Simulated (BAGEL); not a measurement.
# BBr2Cl (dibromo(chloro)borane) at HF/STO-3G (density fitting with cc-pvqz-jkfit)

What is the vertical singlet–triplet gap of BBr2Cl (dibromo(chloro)borane) at HF/STO-3G (density fitting with cc-pvqz-jkfit)? 

Program for the calculation: BAGEL 1.2.2.

2 further runs of the same task are left out: 2 set aside as unsound or not needed.

### Step 1. The structure to begin with

BBr2Cl has 4 atoms, charge 0, and is taken as a singlet. As SMILES, `ClB(Br)Br`. Geometry: relaxed at PBE0-D4/def2-TZVP.

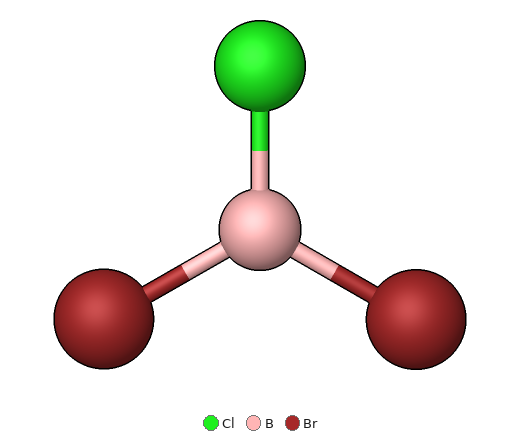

The structure, seen from a chosen angle (chlorine green, boron pink, bromine red).

### Step 2. The energy at HF/STO-3G (density fitting with cc-pvqz-jkfit)

Input file input.json:

```json
{ "bagel" : [

{
  "title" : "molecule",
  "basis" : "sto-3g",
  "df_basis" : "cc-pvqz-jkfit",
  "angstrom" : "true",
  "geometry" : [
    { "atom" : "Cl", "xyz" : [      -0.203300,      -1.644940,       0.633550 ] },
    { "atom" : "B", "xyz" : [      -0.004820,      -0.039040,       0.015030 ] },
    { "atom" : "Br", "xyz" : [       1.283490,       1.123730,       0.785650 ] },
    { "atom" : "Br", "xyz" : [      -1.075360,       0.560270,      -1.434250 ] }
  ]
},

{
  "title" : "hf"
},

{
  "title" : "print",
  "file" : "orbitals.molden",
  "orbitals" : "true"
}

]}
```

On the command line:

```
$ BAGEL_NUM_THREADS=1 BAGEL input.json > input.out
```

What it wrote:

```text
* using 1 threads per process

  ===============================================================
  ===============================================================

  *** Geometry ***

  { "atom" : "Cl", "xyz" : [     -0.384181,     -3.108486,      1.197236 ] },
  { "atom" : "B", "xyz" : [     -0.009108,     -0.073775,      0.028403 ] },
  { "atom" : "Br", "xyz" : [      2.425445,      2.123542,      1.484663 ] },
  { "atom" : "Br", "xyz" : [     -2.032136,      1.058757,     -2.710340 ] },

  Number of auxiliary basis functions:      690

  Since a DF basis is specified, we compute 2- and 3-index integrals:
    o Being stored without compression. Storage requirement is 0.014 GB

  Number of basis functions:       50
  Number of electrons      :       92

    * METHOD: MOLECULE                             0.49

  *** RHF ***

  === Nuclear Repulsion ===
   520.8167371100

      * DIIS with orbital gradients will be used.

  === RHF iteration (sto-3g) ===
      0      -5568.25745027          0.01153996           0.15
      1      -5568.36988462          0.00556524           0.15
      2      -5568.39566503          0.00044568           0.15
      3      -5568.39598411          0.00003821           0.15
      4      -5568.39598690          0.00001623           0.15
      5      -5568.39598751          0.00000192           0.15
      6      -5568.39598752          0.00000014           0.15
      7      -5568.39598752          0.00000003           0.15
      8      -5568.39598752          0.00000001           0.15
    * SCF iteration converged.

    * Permanent dipole moment:
           (   -0.029969,    -0.242430,     0.093376) a.u.

    * METHOD: HF                                   1.56

    * METHOD: PRINT                                0.01

  ===============================================================
```

Run time: 2.2 s. Hardware: 1 thread of Arm Neoverse V1, shared host.

### Step 3. The triplet

Input file job.json:

```json
{ "bagel" : [

{
  "title" : "molecule",
  "basis" : "sto-3g",
  "df_basis" : "cc-pvqz-jkfit",
  "angstrom" : true,
  "geometry" : [
    { "atom" : "Cl", "xyz" : [      -0.203300,      -1.644940,       0.633550 ] },
    { "atom" : "B", "xyz" : [      -0.004820,      -0.039040,       0.015030 ] },
    { "atom" : "Br", "xyz" : [       1.283490,       1.123730,       0.785650 ] },
    { "atom" : "Br", "xyz" : [      -1.075360,       0.560270,      -1.434250 ] }
  ]
},

{ "title" : "uhf", "nopen" : 2 },

{ "title" : "print", "file" : "orbitals.molden", "orbitals" : true }

]}
```

On the command line:

```
$ BAGEL_NUM_THREADS=1 BAGEL job.json > job.out
```

What it wrote:

```text
* using 1 threads per process

  ===============================================================
  ===============================================================

  *** Geometry ***

  { "atom" : "Cl", "xyz" : [     -0.384181,     -3.108486,      1.197236 ] },
  { "atom" : "B", "xyz" : [     -0.009108,     -0.073775,      0.028403 ] },
  { "atom" : "Br", "xyz" : [      2.425445,      2.123542,      1.484663 ] },
  { "atom" : "Br", "xyz" : [     -2.032136,      1.058757,     -2.710340 ] },

  Number of auxiliary basis functions:      690

  Since a DF basis is specified, we compute 2- and 3-index integrals:
    o Being stored without compression. Storage requirement is 0.014 GB

  Number of basis functions:       50
  Number of electrons      :       92

    * METHOD: MOLECULE                             0.45

  *** Open-shell HF ***

  === Nuclear Repulsion ===
   520.8167371100

      * DIIS with orbital gradients will be used.

  === UHF iteration (sto-3g) ===
      0      -5568.15408958          0.00956704           0.24
      1      -5568.18596388          0.00213555           0.24
      2      -5568.18836045          0.00068992           0.24
      3      -5568.18888787          0.00032151           0.24
      4      -5568.18914471          0.00021847           0.24
      5      -5568.18937929          0.00009549           0.24
      6      -5568.18942157          0.00002357           0.24
      7      -5568.18942587          0.00000573           0.25
      8      -5568.18942642          0.00000110           0.26
      9      -5568.18942645          0.00000032           0.24
     10      -5568.18942646          0.00000012           0.24
     11      -5568.18942646          0.00000004           0.26
     12      -5568.18942646          0.00000003           0.26
     13      -5568.18942646          0.00000003           0.26
     14      -5568.18942646          0.00000003           0.24
     15      -5568.18942646          0.00000002           0.24
     16      -5568.18942646          0.00000002           0.24
     17      -5568.18942646          0.00000001           0.24
    * SCF iteration converged.

    * S^2 (UHF) is 2.0162

    * Permanent dipole moment:
           (   -0.162945,    -1.318441,     0.507795) a.u.

    * METHOD: UHF                                  4.59

    * METHOD: PRINT                                0.01

  ===============================================================
```

Wall time 5.4 s (1 thread of Arm Neoverse V1, shared host).

### Step 4. Results

Level: HF/STO-3G (density fitting with cc-pvqz-jkfit).

```
                                        quantity           value
                           singlet: total energy  -5568.39599 Eh
                          singlet: dipole moment          0.66 D
                            singlet: HOMO energy        -9.25 eV
                            singlet: LUMO energy         4.94 eV
                          singlet: HOMO–LUMO gap        14.19 eV
                           triplet: total energy  -5568.18943 Eh
                          triplet: dipole moment          3.61 D
                                   triplet: ⟨S²⟩           2.016
vertical energy of the triplet above the singlet        5.621 eV
```

What this shows: At this shape the triplet lies 5.62 eV (542 kJ/mol) above the singlet. In a minimal basis such a difference can be off by several eV, whatever the method.
